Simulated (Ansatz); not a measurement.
Fields on a plane of VSi2 (CrSi2 type, space group P6_222)

```xyz
9
Lattice="4.5307 0.0000 0.0000 -2.2653 3.9237 0.0000 0.0000 0.0000 6.3246" Properties=species:S:1:pos:R:3 pbc="T T T"
V      2.2653     0.0000     0.0000
V      1.1327     1.9618     2.1082
V     -1.1327     1.9618     4.2164
Si     0.0000     1.2763     0.0000
Si     3.4254     0.6382     2.1082
Si     1.1600     3.2855     4.2164
Si     2.2653     2.6474     0.0000
Si    -1.1600     3.2855     2.1082
Si     1.1053     0.6382     4.2164
```

The slice is a (1 -1 0 0) plane (indices of the conventional cell) through the point (0.837, 0.675, 0.000) (fractional), spanned by u = [110] and v = [001] in vectors of this cell: u (4.53 Å) and v (6.32 Å, at 90° to u). It covers one period; positions are fractions (u, v).

Atoms on it: Si at (0.00, 0.00); Si at (0.49, 0.67). Other atoms lie within 1 Å of the plane.

Method: r2SCAN (plane waves to 500 eV, PAW, scalar-relativistic; Ansatz, a program for electronic structure). k mesh 12×12×8. These are valence fields of a PAW run, semicore shells included where kept as valence: close to a nucleus they are smooth pseudo fields. Relaxed VSi2 ends with no sizeable moment though spin was allowed. VSi2 was relaxed with its symmetry unable to fall. The magnetic order is the one the run started from; other orders were not tried.

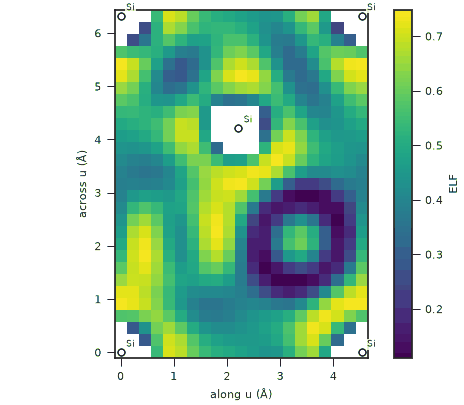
*ELF of the down spins, one period of the plane, atoms marked. Points within 0.5 Å of a nucleus are left white, as the pseudised field means little there.*

```
|xxxx::**%%%%##********++====++**##++::xx|
|xx::--**##**++++**####**++====++****==::|
|##******++====++**##%%##++==--==++######|
|@@@@##++--::--++##%%@@%%##++----==##%%@@|
|@@%%##==--::--++%%@@@@@@%%**==--==**%%@@|
|%%##**==----++**##%%%%%%%%##++----==**%%|
|####**++++++****==----==++****==--==++**|
|**********##%%++xxxxxxxx--**##++====++**|
|********##@@%%++xxxxxxxx::**%%##++==++++|
|++++****##@@@@++xxxxxxxx--##@@%%**++++++|
|++++++++**%%%%**--xxxxxx**@@@@%%****++++|
|========++**%%%%**++++##@@@@@@##**++++++|
|====----==++##%%@@@@@@@@@@%%##++========|
|==========++##%%@@@@@@@@##++--....::--==|
|==++++++++**##%%@@@@%%**==..        ..--|
|==**##**++++##%%@@%%##--..    ..      ::|
|++##%%##++++##@@@@%%++..  ..====--..  ..|
|++%%@@%%++==**@@@@%%++..  --**##**::  ..|
|**@@@@%%**==**%%@@%%==    ==####**::  ..|
|**@@@@%%**++**%%%%##==    ::++**==..  ::|
|##@@@@%%**++**####**==..    ..::..  ..--|
|%%@@@@%%##++++****++==::          ..--**|
|@@@@@@%%**++==========--::..  ..::==##%%|
|@@@@@@%%**++==----==========--==**%%@@@@|
|####%%%%##**==========++++++**##@@@@@@%%|
|xx::++##%%##**++====++++++**##%%@@@@**--|
|xxxx::##@@%%##**++++++++++++##%%@@##--xx|
|xxxxxx**@@%%##******++++++++**##%%++xxxx|
```
Scale: ten equal steps from 0.11 (start of ' ') to 0.75 (end of '@'), in the order ' .:-=+*#%@'. Values: electron localisation function (ELF). The map has 20 points along u (two characters each, u = 0 at the left) and 28 along v (v = 0 in the bottom row). Points within 0.5 Å of a nucleus are blanked (x), as the pseudised field means little there.
